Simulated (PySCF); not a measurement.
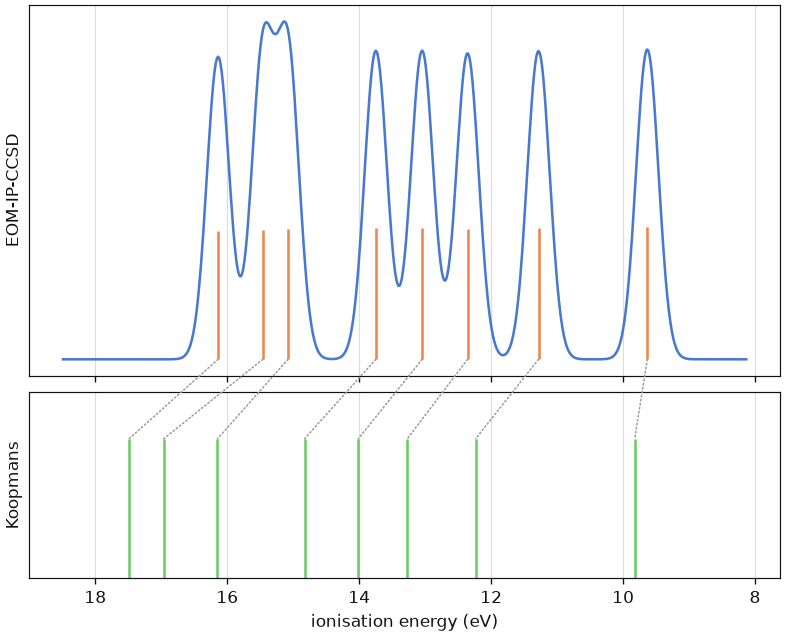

Valence photoelectron lines of C₃H₅Cl (2-chloro-1-propene), SMILES C=C(C)Cl: vertical EOM-IP-CCSD/aug-cc-pVDZ (frozen core, PySCF 2.14.0, at a PBE0-D3(BJ)/def2-SVP geometry (no frequency check); 8 lines, one for each of the 8 highest orbitals, so a line of a deeper orbital can be missing among them) above, Hartree-Fock orbital energies with the sign turned below, non-relativistic; dotted lines join each line to its leading orbital. Stick heights are one-hole weights (summed over degenerate lines), not cross-sections; Gaussian width 0.40 eV.

**Do correlation and relaxation change the order of the lines?**

Not among these holes, which come in the order of the orbitals, HOMO, HOMO−1, HOMO−2, HOMO−3, HOMO−4, HOMO−5, HOMO−6, HOMO−7.

**What is the first vertical ionisation energy, and how far is Koopmans' value off?**

9.63 eV from the HOMO; Koopmans gives 9.82 eV, 0.19 eV too high.

Note: small basis, so the lines can lie some tenths of an eV too low.
